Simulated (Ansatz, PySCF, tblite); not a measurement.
Bond stretch in LiNa, singlet.

- RCCSD = Ansatz (an electronic-structure program) with CCSD on RHF/cc-pVQZ, frozen core
- RHF/cc-pVQZ (Ansatz)
- GFN2-xTB, 300 K electronic temperature (tblite)
- RKS-B3LYP/6-31G* = restricted B3LYP/6-31G*, spherical d run with PySCF 2.14.0

Energies are in eV, each relative to the lowest point of its own curve near equilibrium.

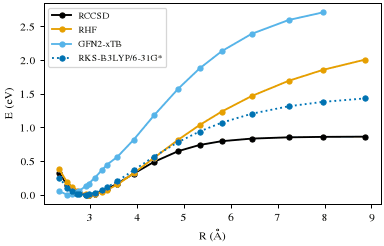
Energy against bond length for each method.

| R / Å | RCCSD | RHF | GFN2-xTB | RKS-B3LYP/6-31G* |
|---|---|---|---|---|
| 2.35 | 0.324 | 0.381 | 0.051 | 0.254 |
| 2.52 | 0.149 | 0.187 | 0.000 | 0.105 |
| 2.62 | 0.082 | 0.110 | 0.007 | 0.051 |
| 2.74 | 0.031 | 0.048 | 0.040 | 0.013 |
| 2.78 | 0.019 | 0.033 | 0.056 | 0.006 |
| 2.93 | 0.000 | 0.003 | 0.133 | 0.000 |
| 2.98 | 0.000 | 0.000 | 0.163 | 0.004 |
| 3.11 | 0.014 | 0.007 | 0.250 | 0.027 |
| 3.27 | 0.051 | 0.038 | 0.369 | 0.072 |
| 3.37 | 0.082 | 0.067 | 0.444 | 0.108 |
| 3.59 | 0.164 | 0.151 | 0.561 | 0.200 |
| 3.94 | 0.313 | 0.318 | 0.816 | 0.364 |
| 4.37 | 0.486 | 0.546 | 1.176 | 0.565 |
| 4.89 | 0.647 | 0.817 | 1.576 | 0.782 |
| 5.34 | 0.737 | 1.032 | 1.873 | 0.937 |
| 5.81 | 0.793 | 1.233 | 2.129 | 1.068 |
| 6.45 | 0.832 | 1.464 | 2.388 | 1.202 |
| 7.24 | 0.851 | 1.691 | 2.593 | 1.312 |
| 7.97 | 0.857 | 1.853 | 2.707 | 1.378 |
| 8.87 | 0.861 | 2.006 | — | 1.429 |

At the longest distance, 8.87 Å, RHF lies highest above its minimum (2.006 eV) and RCCSD lowest (0.861 eV).

A dash means that the run gave no value there, or that the column was ended at a point which the program doubted or which failed a test of continuity chosen for this set; such a test can also cut sound points.

With two correlated electrons CCSD is exact in the basis where it finds the lowest root (RCCSD). The restricted form behind RHF, RKS-B3LYP/6-31G* keeps the bonding electrons paired and can't separate into open-shell fragments.
